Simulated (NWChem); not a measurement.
**r2SCAN/6-31G run of C4H8O (butyraldehyde)**

Aim: the electronic atomisation energy of C4H8O (butyraldehyde) at r2SCAN/6-31G, from 4 runs. 

The results are computed with NWChem 7.3.0.

## (1) The structure to begin with

The species is C4H8O (13 atoms), meant as a singlet with charge 0. As SMILES, `CCCC=O`. The coordinates come from a PBE0-D4/def2-TZVP relaxation. This is one conformer, not always the lowest.

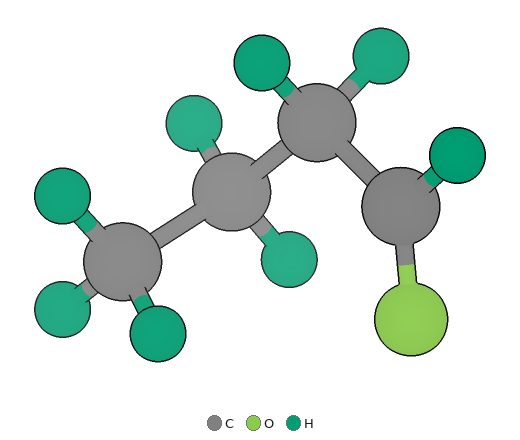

The structure, seen from a chosen angle (carbon grey, oxygen green, hydrogen teal).

## (2) The energy at r2SCAN/6-31G (run 1)

struct.nw reads:

```
start struct
memory 2200 mb
charge 0

geometry units angstrom noautosym nocenter noautoz
C       -1.358800       0.247600       0.768800
C        0.157400       0.343500       0.817500
C        0.841700      -0.545800      -0.204400
C        0.730100      -0.083300      -1.626300
O        0.239700       0.954200      -1.979300
H       -1.817000       0.888100       1.525300
H       -1.694400      -0.776900       0.955600
H       -1.740200       0.557700      -0.205500
H        0.513100       0.070500       1.815300
H        0.465500       1.378500       0.645000
H        0.464500      -1.576800      -0.164500
H        1.919000      -0.637400      -0.005700
H        1.164600      -0.781200      -2.376600
end

basis spherical bse
C library 6-31G
O library 6-31G
H library 6-31G
end

dft
xc r2scan
mult 1
grid fine
convergence energy 1e-08
maxiter 100
mulliken
print low
end

task dft energy
```

On the command line:

```sh
nwchem struct.nw > struct.out
```

What it wrote:

```text
[...]
 d= 0,ls=0.0,diis     1   -232.1192013086 -4.09D+02  4.83D-02  9.64D-01     2.2
[...]
 d= 0,ls=0.0,diis    11   -232.2438977365 -7.48D-10  1.49D-07  9.49D-11    18.2
         Total DFT energy =     -232.243897736502
      One electron energy =     -662.886916639890
           Coulomb energy =      287.339088485944
    Exchange-Corr. energy =      -33.138150739734
 Nuclear repulsion energy =      176.442081157179
[...]
      Total Density - Mulliken Population Analysis
     ---------------------------------------------
    Atom       Charge   Shell Charges
 -----------   ------   -------------------------------------------------------
    1 C    6     6.50   2.00  0.67  2.12  0.69  1.03
    2 C    6     6.31   2.00  0.67  2.10  0.66  0.89
    3 C    6     6.41   2.00  0.67  2.11  0.68  0.94
    4 C    6     5.77   2.00  0.74  2.00  0.45  0.59
    5 O    8     8.37   2.00  0.93  2.86  1.03  1.55
    6 H    1     0.83   0.53  0.30
    7 H    1     0.84   0.53  0.31
    8 H    1     0.81   0.53  0.28
    9 H    1     0.84   0.54  0.30
   10 H    1     0.82   0.53  0.29
[...]
```

Wall time 19 s (1 thread of AMD EPYC 7R43 (Zen 3), shared host); peak memory 0.12 GiB.

## (3) The C atom at the same level (run 2)

work.xyz reads:

```xyz
1

C      0.000000     0.000000     0.000000
```

work.nw reads:

```
start work
memory stack 880 mb heap 220 mb global 1100 mb
geometry noautosym nocenter noautoz
load format xyz work.xyz
end
basis spherical bse
* library 6-31G
end
dft
xc r2scan
mult 3
grid fine
convergence energy 1e-08
iterations 100
mulliken
print low
end
task dft energy
```

Run the same way, it converges to -37.81711 Eh (log not shown).

Run 3 isn't shown in full; the table further down has it.

## (4) The O atom at the same level (run 4)

o.nw reads:

```
start o
title "O r2SCAN"
memory total 2200 mb

geometry units atomic noautosym nocenter noautoz
  O      0.00000000     0.00000000     0.00000000
end

basis "ao basis" spherical bse
  * library 6-31G
end

dft
  xc r2scan
  mult 3
  grid fine
  convergence energy 1e-08
  iterations 100
  mulliken
  noprint "final vectors analysis"
end

task dft
```

On the command line:

```sh
nwchem o.nw > o.out
```

What it wrote:

```text
[...]
          Wavefunction type:  spin polarized.
          No. of atoms     :     1
          No. of electrons :     8
[...]
          Charge           :     0
          Spin multiplicity:     3
[...]
          AO basis - number of functions:     9
[...]
              XC Information
              --------------
                      r^2SCAN Method XC Functional
               r^2SCAN metaGGA Exchange Functional  1.000
                     r^2SCAN Correlation Potential  1.000
[...]
 d= 0,ls=0.0,diis     1    -74.9999419946 -7.50D+01  2.77D-02  7.44D-02     0.1
[...]
 d= 0,ls=0.0,diis     7    -75.0206206389 -2.56D-10  9.07D-08  4.67D-12     0.2
[...]
         Total DFT energy =      -75.020620638917
      One electron energy =     -103.226663641739
           Coulomb energy =       36.650201765551
    Exchange-Corr. energy =       -8.444158762729
 Nuclear repulsion energy =        0.000000000000
[...]
      Total Density - Mulliken Population Analysis
     ---------------------------------------------
    Atom       Charge   Shell Charges
 -----------   ------   -------------------------------------------------------
    1 O    8     8.00   2.00  1.00  2.57  1.00  1.43
     --------------------------------------------
      Spin Density - Mulliken Population Analysis
     --------------------------------------------
    Atom       Charge   Shell Charges
 -----------   ------   -------------------------------------------------------
    1 O    8     2.00  -0.00  0.06  1.36 -0.06  0.64
[...]
      <S2> =      2.0020 (Exact =     2.0000)
[...]
```

Wall time 0.83 s (1 thread of AMD EPYC 7R43 (Zen 3), shared host); peak memory 0.1 GiB.

## (5) All runs side by side

```
run           level  partner  energy (Eh)  wall time
  1    r2SCAN/6-31G     base  -232.243898       19 s
  2  U-r2SCAN/6-31G    atoms   -37.817108        1 s
  3  U-r2SCAN/6-31G    atoms    -0.498227     0.72 s
  4  U-r2SCAN/6-31G    atoms   -75.020621     0.83 s
```

## (6) What came out

At r2SCAN/6-31G:

| quantity | value |
| --- | --- |
| O atom: total energy | -75.02062 Eh |
| O atom: ⟨S²⟩ | 2.002 |
| electronic atomisation energy | 53.580 eV |

**Reading.** Taking the molecule apart into free atoms costs 53.58 eV (1236 kcal/mol), before zero-point energy and without spin-orbit coupling. The basis has no polarisation functions, which makes bonds too weak. All runs together took 22 s, the longest 19 s.
